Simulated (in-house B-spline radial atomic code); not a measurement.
# Ru²⁰⁺: ionisation energy by several methods

Wanted: one ionisation energy, Ru²⁰⁺ to configuration [Ar] 3d5, up the ladder of functionals.

Method: Dirac-Coulomb, several functionals; spherical all-electron atom at the radial basis limit. Code: in-house B-spline radial atomic code version 1.

## Step 1: The atom as given

* element: ruthenium (Z = 44)
* charge: +20
* electrons: 24
* configuration: [Ar] 3d6
* nucleus: Fermi, rms radius 4.481 fm

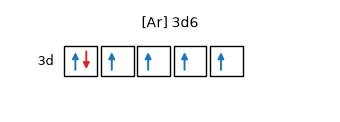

Occupation of the outer shells (arrows by Hund's rule).

The boxes only draw the filling; these runs are spin-restricted and spherical.

## Step 2: AM05, a GGA

Input settings:

```ini
Z = 44
electrons = 24.0
configuration = [Ar] 3d6
hamiltonian = dirac
method = am05
spin_polarised = False
nucleus = fermi
rms_radius = 4.4809
mass_number = 102
atomic_mass = 101.904340312
speed_of_light = 137.035999084
```

## Step 3: OLYP, a GGA

The settings differ from step 2 so:

```diff
@@ -4,3 +4,3 @@
 hamiltonian = dirac
-method = am05
+method = optx,lyp
 spin_polarised = False
```

Q: The tabulated ionisation energy is 905 ± 4 eV (tabulated theoretical; NIST Atomic Spectra Database). What does each method give, and which comes nearest?

**Answer**, as computed:

| method | rung | total energy (hartree) | ΔSCF (eV) | with Breit, QED, recoil (eV) | −ε highest (eV) | corrected ΔSCF less tabulated (eV) |
| --- | --- | --- | --- | --- | --- | --- |
| AM05 | GGA | -4320.3795 | 913.84 | 913.60 | 880.06 (3d5/2) | +8.60 |
| OLYP | GGA | -4326.0399 | 916.23 | 915.99 | 882.44 (3d5/2) | +10.99 |

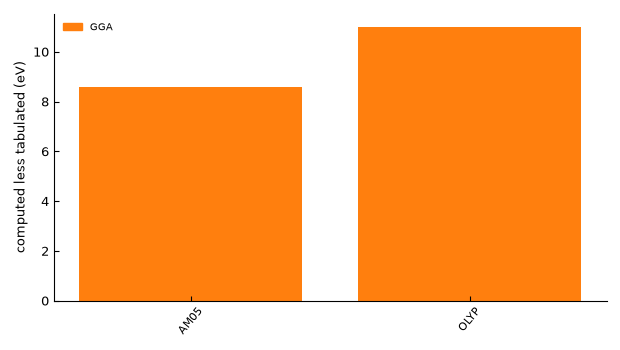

Error of each method against the tabulated value; one colour a rung.

What this shows: Against the tabulated ionisation energy, 905 ± 4 eV (tabulated theoretical; NIST Atomic Spectra Database), the best here is AM05 (+8.60 eV) and the worst OLYP (+10.99 eV, or 1.2 %). All methods miss on the same side by much the same amount, which points to something that they share. Open shells are averaged (over orientations, and over spins where the run is restricted), while tables refer to the lowest levels. For the semilocal functionals minus the highest level recovers only 96 % of their own ΔSCF value, a mark of self-interaction.

Members of this set that are not shown: 2 used exact exchange with fractional occupations of an open shell, which is unsound here.
